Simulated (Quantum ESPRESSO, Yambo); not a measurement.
**TiO2 (Anatase): G0W0 in Yambo against the screening cutoff**

Wanted: the cheapest screening cutoff that holds the gap of TiO2 (Anatase).

Main program and level: Yambo 5.3.0; PBE and many-body steps on it, plane waves.

## Step 1: The structure

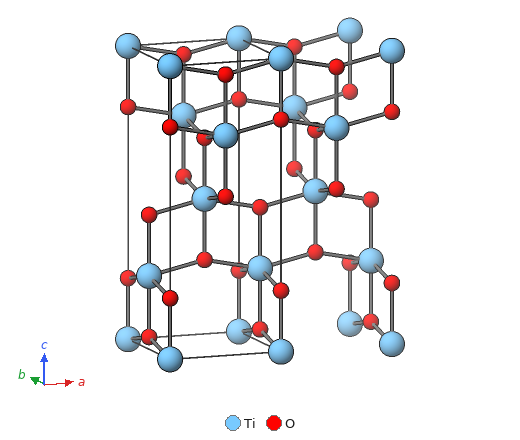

Start, viewed slightly off an axis; titanium blue, oxygen red. 2×1×1 cells are drawn. This picture shows the conventional cell, with its axes. Some periodic images of atoms are drawn too.

Coordinates:

```xyz
6
Lattice="-1.8921 1.8921 4.7573 1.8921 -1.8921 4.7573 1.8921 1.8921 -4.7573" Properties=species:S:1:pos:R:3 pbc="T T T"
Ti    0.0000    0.0000    0.0000
Ti    0.0000    1.8921    2.3786
O     0.0000    0.0000    1.9800
O     0.0000    1.8921    4.3586
O     0.0000    1.8921    0.3987
O     0.0000    0.0000    7.5346
```

The cell and positions come from the Crystallography Open Database and are kept as given unless a step says otherwise.

## Step 2: 2 Ha

This step: Yambo 5.3.0; G0W0 on PBE, plane waves, norm-conserving pseudopotentials.

Now the one-shot GW correction: screening in the RPA, then the self-energy of the levels asked for.

The input, gw7.in:

```
HF_and_locXC
gw0
dyson
ppa
em1d
rim_cut
RandQpts= 1000000
RandGvec= 1 RL
EXXRLvcs= 76 Ry
VXCRLvcs= 304 Ry
Chimod= "HARTREE"
% BndsRnXp
 1 | 95 |
%
NGsBlkXp= 4 Ry
% LongDrXp
 1 | 1 | 1 |
%
% GbndRnge
 1 | 95 |
%
DysSolver= "n"
ExtendOut
PPAPntXp= 27.21138 eV
% QPkrange
 3 | 3 | 23 | 26 |
 1 | 1 | 23 | 26 |
 9 | 9 | 23 | 26 |
%
```

Run with:

```sh
$ OMP_NUM_THREADS=2 mpirun -n 2 yambo -F gw7.in -J gw7 -C gw7 > gw7.log
```

The log of the run:

```text
 Yambo, version 5.3.0

 [02] CORE Variables Setup
 =========================

  [... cell, symmetries and grids as in the set-up ...]

  [02.05] Energies & Occupations
  ==============================

  [X] === General ===
  [X] Electronic Temperature                        :  0.000000  0.000000 [eV K]
  [X] Bosonic    Temperature                        :  0.000000  0.000000 [eV K]
  [X] Finite Temperature mode                       : no
  [X] El. density                                   :  0.70458E+24 [cm-3]
  [X] Fermi Level                                   :  7.297603 [eV]

  [X] === Gaps and Widths ===
  [X] Conduction Band Min                           :  2.188719 [eV]
  [X] Valence Band Max                              :  0.000000 [eV]
  [X] Filled Bands                                  :  24
  [X] Empty Bands                                   :   25  308
  [X] Direct Gap                                    :  2.491697 [eV]
  [X] Direct Gap localized at k                     :   9
  [X] Indirect Gap                                  :  2.188719 [eV]
  [X] Indirect Gap between kpts                     :  3  1
  [X] Last valence band width                       :  0.810349 [eV]
  [X] 1st conduction band width                     :  1.464955 [eV]

 [03] Transferred momenta grid and indexing
 ==========================================

 IBZ Q-points                                      :  13
 BZ  Q-points                                      :   64

 K/Q-points units:
 rlu = crystal or reduced units; cc = cartesian coordinates; iku = interal k-units

 Q [ 1]         [rlu]:  0.000000  0.000000  0.000000
 Q [ 2]         [rlu]:  0.55297E-17  0.72474E-16  0.25000
 Q [ 3]         [rlu]: -0.74239E-16 -0.81769E-16 -0.50000
 Q [ 4]         [rlu]:  0.79654E-16  0.25000     -0.51899E-16
 Q [ 5]         [rlu]:  0.22222E-16  0.25000      0.25000
 Q [ 6]         [rlu]:  0.43097E-16 -0.50000     -0.43097E-16
 Q [ 7]         [rlu]:  0.55054E-16 -0.50000      0.25000
 Q [ 8]         [rlu]:  0.250000  0.250000  0.250000
 Q [ 9]         [rlu]:  0.250000  0.250000 -0.250000
 Q [10]         [rlu]:  0.250000  0.500000 -0.500000
 Q [11]         [rlu]:  0.250000 -0.250000  0.250000
 Q [12]         [rlu]:  0.250000  0.750000 -0.500000
 Q [13]         [rlu]:  0.500000  0.500000 -0.500000

 [04] Coloumb potential Random Integration (RIM)
 ===============================================

  [04.01] RIM initialization
  ==========================

  * Diagonal components only detected *

  8 x (sBL volume)        :  0.067444 [a.u.]
  sBZ random points       :  1000000
  Points outside the sBZ  :   7980549
  RL volume               :  0.539553 [a.u.]
  Integrated volume       :  0.540868 [a.u.]

  [04.02] RIM integrals
  =====================

  Gamma point sphere radius             :  0.073836 [a.u.]
  Points outside the sphere             :   800449
  [Int_sBZ(q=0) 1/q^2]*(Vol_sBZ)^(-1/3) =:  7.663677
                                 should be <:  7.795600

  Summary of Coulomb integrals for non-metallic bands |Q|[au] RIM/Bare

  Q [1] 0.100000E-4 0.983077 * Q [9] 0.174727 0.940102
  Q [4] 0.236394 1.086547 * Q [2] 0.310643 1.080598
  Q [10] 0.341967 1.015211 * Q [13] 0.349454 0.987550
  Q [7] 0.356411 1.040044 * Q [11] 0.439316 1.032638
  Q [12] 0.467566 1.010968 * Q [6] 0.472788 1.024280
  Q [5] 0.498879 1.027191 * Q [3] 0.621287 1.019013
  Q [8] 0.645389 1.016315

 [WARNING] [Xp] User bands 1-95 break level degeneracy

 [05] Dipoles
 ============

  [05.01] Setup: observables and procedures
  =========================================

  [WARNING] [x,Vnl] slows the Dipoles computation. To neglect it rename the ns.kb_pp file

 [06] Dynamic Dielectric Matrix (PPA)
 ====================================

 [WR./gw7//ndb.pp]---------------------------------------------------------------
  Brillouin Zone Q/K grids (IBZ/BZ)                :   13   64   13   64
  RL vectors                                       :   7681 [WF]
  Coulomb cutoff potential                         : none
  Electronic Temperature                           :  0.000000 [K]
  Bosonic    Temperature                           :  0.000000 [K]
  PPA    diel. fun.  energies                      : Perdew, Burke & Ernzerhof(X)+Perdew, Burke & Ernzerhof(C)
  wavefunctions                                    : Perdew, Burke & Ernzerhof(X)+Perdew, Burke & Ernzerhof(C)
  Global Gauge                                     : length
  X matrix size                                    :   79
  X band range                                     :    1   95
  X e/h energy range                               : -1.000000 -1.000000 [eV]
  X Time ordering                                  : R
  X Hxc Kernel                                     : HARTREE
  X Drude frequency                                :  0.000000  0.000000
  X poles                                          :  100.0000 [o/o]
  RL vectors in the sum                            :   7681
  [r,Vnl] included                                 : yes
  Field direction                                  :  0.577350E-5  0.577350E-5  0.577350E-5
  BZ energy Double Grid                            : no
  BZ energy DbGd points                            : 0
  BZ Q point size factor                           : -1.000000
  X Optical Averaged directions                    : none

 [07] Local Exchange-Correlation + Non-Local Fock
 ================================================

 [VXC] Plane waves :   41149
 [EXS] Plane waves :   5133

 QP @ state[ 1 ] K range:  1  1
 QP @ state[ 1 ] b range:  23  26
 QP @ state[ 2 ] K range:  3  3
 QP @ state[ 2 ] b range:  23  26
 QP @ state[ 3 ] K range:   9   9
 QP @ state[ 3 ] b range:  23  26

 [xc] Functional : Perdew, Burke & Ernzerhof(X)+Perdew, Burke & Ernzerhof(C)
 [xc] LIBXC used to calculate xc functional
  PP Number of Atomic Species                      :  2
  NLCC RL compoments                               :   41149
  PP Number of Atomic Species                      :  2
  NLCC RL compoments                               :   41149

 [xc] E_xc :  -28.61523 [Ha]
      E_xc :  -57.23047 [Ry]

  Local XC kind (lXC) : Perdew, Burke & Ernzerhof(X)+Perdew, Burke & Ernzerhof(C)
  Non-Local XC kind (nlXC) : Hartree-Fock

  Corrections @ K [1] :  [eV]
 <23|nlXC|23> = -24.44649 -0.10499E-16 <23|lXC|23> = -19.55036  0.37763E-15
 <24|nlXC|24> = -24.44657 -0.12063E-16 <24|lXC|24> = -19.55036  0.75527E-15
 <25|nlXC|25> = -11.85500 -0.17459E-18 <25|lXC|25> = -19.33990  0.47204E-16
 <26|nlXC|26> = -12.11653 -0.38488E-18 <26|lXC|26> = -20.50580 -0.94408E-16

  Corrections @ K [3] :  [eV]
 <23|nlXC|23> = -24.83821 -0.91907E-17 <23|lXC|23> = -20.08200 -0.18882E-15
 <24|nlXC|24> = -24.83821 -0.23279E-17 <24|lXC|24> = -20.08192  0.43516E-16
[...]
Corrections @ K [9] :  [eV]
[...]
<24|nlXC|24> = -24.96823 -0.12413E-16 <24|lXC|24> = -20.28074  0.40719E-22
 <25|nlXC|25> = -11.88007  0.59374E-17 <25|lXC|25> = -19.48809 -0.37763E-15
 <26|nlXC|26> = -12.06420 -0.96435E-18 <26|lXC|26> = -20.30969  0.37763E-15

 [08] Dyson equation: Newton solver
 ==================================

  [08.01] G0W0 (W PPA)
  ====================

  [  GW  ] Bands range     :    1   95
  [GW/PPA] G damping       :  0.100000 [eV]

  QP @ state[ 1 ] K range:  1  1
  QP @ state[ 1 ] b range:  23  26
  QP @ state[ 2 ] K range:  3  3
  QP @ state[ 2 ] b range:  23  26
  QP @ state[ 3 ] K range:   9   9
  QP @ state[ 3 ] b range:  23  26

   Sc/G bands                                       :    1   95
   Sc/G damping                                     :  0.100000 ev
   Sc bands terminator                              : no
   Sx RL components                                 :   5133

   QP @ state[ 1 ] K range                          :  1  1
   QP @ state[ 1 ] b range                          :  23  26
   QP @ state[ 2 ] K range                          :  3  3
   QP @ state[ 2 ] b range                          :  23  26
   QP @ state[ 3 ] K range                          :   9   9
   QP @ state[ 3 ] b range                          :  23  26
   GF energies kind                                 : Perdew, Burke & Ernzerhof(X)+Perdew, Burke & Ernzerhof(C)
   GF WF`s kind                                     : Perdew, Burke & Ernzerhof(X)+Perdew, Burke & Ernzerhof(C)
   Xs energies kind                                 : Perdew, Burke & Ernzerhof(X)+Perdew, Burke & Ernzerhof(C)
   Xs WF`s kind                                     : Perdew, Burke & Ernzerhof(X)+Perdew, Burke & Ernzerhof(C)

 [11] Game Over & Game summary
```

Run time: 5.1 min. Hardware: 2 MPI ranks of Arm Neoverse V1, shared host; peak memory 2.1 GiB.

This step gave:

```yaml
g0w0_gap_on_the_points_computed: 3.786 eV
starting_gap_on_the_mesh: 2.189 eV
k_of_the_valence_top: 0, 0, -0.5
k_of_the_conduction_bottom: 0, 0, 0
least_direct_g0w0_gap_on_the_computed_points: 4.112 eV
z_at_the_valence_top: 0.7683
z_at_the_conduction_bottom: 0.7857
```

The gap on the mesh goes from 2.19 eV to 3.79 eV, a correction of +1.60 eV.

## Step 3: 3 Ha

gw8.in, as its differences from gw7.in of step 2:

```diff
@@ -14,3 +14,3 @@
 %
-NGsBlkXp= 4 Ry
+NGsBlkXp= 6 Ry
 % LongDrXp
```

Run with:

```sh
$ OMP_NUM_THREADS=2 mpirun -n 2 yambo -F gw8.in -J gw8 -C gw8 > gw8.log
```

The log of the run:

```text
 Yambo, version 5.3.0

 [02] CORE Variables Setup
 =========================

  [... cell, symmetries and grids as in the set-up ...]

  [02.05] Energies & Occupations
  ==============================

  [X] === General ===
  [X] Electronic Temperature                        :  0.000000  0.000000 [eV K]
  [X] Bosonic    Temperature                        :  0.000000  0.000000 [eV K]
  [X] Finite Temperature mode                       : no
  [X] El. density                                   :  0.70458E+24 [cm-3]
  [X] Fermi Level                                   :  7.297603 [eV]

  [X] === Gaps and Widths ===
  [X] Conduction Band Min                           :  2.188719 [eV]
  [X] Valence Band Max                              :  0.000000 [eV]
  [X] Filled Bands                                  :  24
  [X] Empty Bands                                   :   25  308
  [X] Direct Gap                                    :  2.491697 [eV]
  [X] Direct Gap localized at k                     :   9
  [X] Indirect Gap                                  :  2.188719 [eV]
  [X] Indirect Gap between kpts                     :  3  1
  [X] Last valence band width                       :  0.810349 [eV]
  [X] 1st conduction band width                     :  1.464955 [eV]

 [03] Transferred momenta grid and indexing
 ==========================================

 IBZ Q-points                                      :  13
 BZ  Q-points                                      :   64

 K/Q-points units:
 rlu = crystal or reduced units; cc = cartesian coordinates; iku = interal k-units

 Q [ 1]         [rlu]:  0.000000  0.000000  0.000000
 Q [ 2]         [rlu]:  0.55297E-17  0.72474E-16  0.25000
 Q [ 3]         [rlu]: -0.74239E-16 -0.81769E-16 -0.50000
[...]
Local XC kind (lXC) : Perdew, Burke & Ernzerhof(X)+Perdew, Burke & Ernzerhof(C)
  Non-Local XC kind (nlXC) : Hartree-Fock

  Corrections @ K [1] :  [eV]
 <23|nlXC|23> = -24.44649 -0.10499E-16 <23|lXC|23> = -19.55036  0.37763E-15
 <24|nlXC|24> = -24.44657 -0.12063E-16 <24|lXC|24> = -19.55036  0.75527E-15
 <25|nlXC|25> = -11.85500 -0.17459E-18 <25|lXC|25> = -19.33990  0.47204E-16
[...]
Corrections @ K [3] :  [eV]
[...]
Corrections @ K [9] :  [eV]
[...]
<25|nlXC|25> = -11.88007  0.59374E-17 <25|lXC|25> = -19.48809 -0.37763E-15
 <26|nlXC|26> = -12.06420 -0.96435E-18 <26|lXC|26> = -20.30969  0.37763E-15

 [08] Dyson equation: Newton solver
 ==================================

  [08.01] G0W0 (W PPA)
  ====================

  [  GW  ] Bands range     :    1   95
  [GW/PPA] G damping       :  0.100000 [eV]

  QP @ state[ 1 ] K range:  1  1
  QP @ state[ 1 ] b range:  23  26
  QP @ state[ 2 ] K range:  3  3
  QP @ state[ 2 ] b range:  23  26
  QP @ state[ 3 ] K range:   9   9
  QP @ state[ 3 ] b range:  23  26

   Sc/G bands                                       :    1   95
   Sc/G damping                                     :  0.100000 ev
   Sc bands terminator                              : no
   Sx RL components                                 :   5133

   QP @ state[ 1 ] K range                          :  1  1
   QP @ state[ 1 ] b range                          :  23  26
   QP @ state[ 2 ] K range                          :  3  3
   QP @ state[ 2 ] b range                          :  23  26
   QP @ state[ 3 ] K range                          :   9   9
   QP @ state[ 3 ] b range                          :  23  26
   GF energies kind                                 : Perdew, Burke & Ernzerhof(X)+Perdew, Burke & Ernzerhof(C)
   GF WF`s kind                                     : Perdew, Burke & Ernzerhof(X)+Perdew, Burke & Ernzerhof(C)
   Xs energies kind                                 : Perdew, Burke & Ernzerhof(X)+Perdew, Burke & Ernzerhof(C)
   Xs WF`s kind                                     : Perdew, Burke & Ernzerhof(X)+Perdew, Burke & Ernzerhof(C)

 [11] Game Over & Game summary
```

It took 5.2 min on 2 MPI ranks; peak memory 2.1 GiB.

Numbers from this step:

| Property | Result |
| --- | --- |
| G0W0 gap on the points computed | 3.722 eV |
| starting gap on the mesh | 2.189 eV |
| k of the valence top | 0, 0, -0.5 |
| k of the conduction bottom | 0, 0, 0 |
| least direct G0W0 gap on the computed points | 4.048 eV |
| Z at the valence top | 0.7640 |
| Z at the conduction bottom | 0.7833 |

Against the run before, the gap moves by −0.063 eV.

## Step 4: 6 Ha

gw9.in, as its differences from gw8.in of step 3:

```diff
@@ -14,3 +14,3 @@
 %
-NGsBlkXp= 6 Ry
+NGsBlkXp= 12 Ry
 % LongDrXp
```

Run with:

```sh
$ OMP_NUM_THREADS=2 mpirun -n 2 yambo -F gw9.in -J gw9 -C gw9 > gw9.log
```

The log of the run:

```text
 Yambo, version 5.3.0

 [02] CORE Variables Setup
 =========================

  [... cell, symmetries and grids as in the set-up ...]

  [02.05] Energies & Occupations
  ==============================

  [X] === General ===
  [X] Electronic Temperature                        :  0.000000  0.000000 [eV K]
  [X] Bosonic    Temperature                        :  0.000000  0.000000 [eV K]
  [X] Finite Temperature mode                       : no
  [X] El. density                                   :  0.70458E+24 [cm-3]
[...]
QP @ state[ 2 ] b range                          :  23  26
   QP @ state[ 3 ] K range                          :   9   9
   QP @ state[ 3 ] b range                          :  23  26
   GF energies kind                                 : Perdew, Burke & Ernzerhof(X)+Perdew, Burke & Ernzerhof(C)
   GF WF`s kind                                     : Perdew, Burke & Ernzerhof(X)+Perdew, Burke & Ernzerhof(C)
   Xs energies kind                                 : Perdew, Burke & Ernzerhof(X)+Perdew, Burke & Ernzerhof(C)
   Xs WF`s kind                                     : Perdew, Burke & Ernzerhof(X)+Perdew, Burke & Ernzerhof(C)

 [11] Game Over & Game summary
```

It took 8.2 min on 2 MPI ranks; peak memory 2.1 GiB; 32 min of CPU time.

Numbers from this step:

| Item | Value |
| --- | --- |
| G0W0 gap on the points computed | 3.717 eV |
| starting gap on the mesh | 2.189 eV |
| k of the valence top | 0, 0, -0.5 |
| k of the conduction bottom | 0, 0, 0 |
| least direct G0W0 gap on the computed points | 4.059 eV |

Against the run before, the gap moves by −0.005 eV.

## Step 5: 7.5 Ha

gw10.in, as its differences from gw9.in of step 4:

```diff
@@ -14,3 +14,3 @@
 %
-NGsBlkXp= 12 Ry
+NGsBlkXp= 15 Ry
 % LongDrXp
```

Run with:

```sh
$ OMP_NUM_THREADS=2 mpirun -n 2 yambo -F gw10.in -J gw10 -C gw10 > gw10.log
```

The log of the run:

```text
 Yambo, version 5.3.0

 [02] CORE Variables Setup
 =========================

  [... cell, symmetries and grids as in the set-up ...]

  [02.05] Energies & Occupations
  ==============================

  [X] === General ===
  [X] Electronic Temperature                        :  0.000000  0.000000 [eV K]
  [X] Bosonic    Temperature                        :  0.000000  0.000000 [eV K]
  [X] Finite Temperature mode                       : no
  [X] El. density                                   :  0.70458E+24 [cm-3]
[...]
QP @ state[ 2 ] b range                          :  23  26
   QP @ state[ 3 ] K range                          :   9   9
   QP @ state[ 3 ] b range                          :  23  26
   GF energies kind                                 : Perdew, Burke & Ernzerhof(X)+Perdew, Burke & Ernzerhof(C)
   GF WF`s kind                                     : Perdew, Burke & Ernzerhof(X)+Perdew, Burke & Ernzerhof(C)
   Xs energies kind                                 : Perdew, Burke & Ernzerhof(X)+Perdew, Burke & Ernzerhof(C)
   Xs WF`s kind                                     : Perdew, Burke & Ernzerhof(X)+Perdew, Burke & Ernzerhof(C)

 [11] Game Over & Game summary
```

Wall time 12 min (2 MPI ranks); peak memory 2.1 GiB.

Numbers from this step:

```yaml
g0w0_gap_on_the_points_computed: 3.718 eV
starting_gap_on_the_mesh: 2.189 eV
k_of_the_valence_top: 0, 0, -0.5
k_of_the_conduction_bottom: 0, 0, 0
least_direct_g0w0_gap_on_the_computed_points: 4.061 eV
```

Against the run before, the gap moves by +0.001 eV.

## Step 6: The runs together

Times are wall times on 2 MPI ranks of Arm Neoverse V1, shared host, good to a factor of about two.

```
   run   mesh  bands  screening cutoff (eV)  DFT gap (eV)  gap on the mesh (eV)  direct (eV)     time
  2 Ha  4×4×4     95                   54.4         2.189                 3.786        4.112  5.1 min
  3 Ha  4×4×4     95                   81.6         2.189                 3.722        4.048  5.2 min
  6 Ha  4×4×4     95                  163.3         2.189                 3.717        4.059  8.2 min
7.5 Ha  4×4×4     95                  204.1         2.189                 3.718        4.061   12 min
```

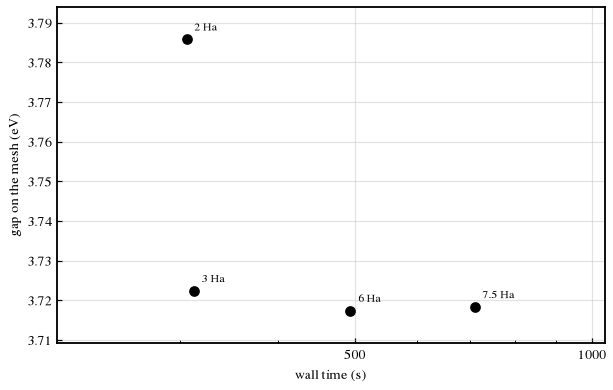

Result against wall time.

## Step 7: Summary of results

- 2 Ha: 3.786 eV
- 3 Ha: 3.722 eV
- 6 Ha: 3.717 eV
- 7.5 Ha: 3.718 eV
- known limits: not at the basis limit

In words: The setting moved: screening cutoff. From 2 Ha to 7.5 Ha the gap moves by −0.07 eV, for 2.3 times the time. It holds to 0.03 eV from 3 Ha on. Bands and screening cutoff are coupled, so a series along one setting does not show full convergence. Bands and cutoff are finite, so the gap is not at the basis limit. The miss can reach some tenths of an eV and take either sign; the mesh is an error of its own. In the G0W0 runs levels were corrected at 3 k points alone, so a gap called «on the mesh» is the least over those, and an edge elsewhere would be missed.

[Paths, hosts, dates, memory and timing lines, banners, echoed tables and standing remarks are left out of the program output.]

[Logs are printed without paths, hosts, clocks, repeated set-up lines and the standing remarks that a program may print on its own settings, such as how far it seeks lower states.]

[Runs of the session that timed out or met a known fault of the program may be left out.]

[Hosts, paths, dates, database ids (printed as entryN), source tags and the programs' standing remarks are cut or masked in the printed files.]
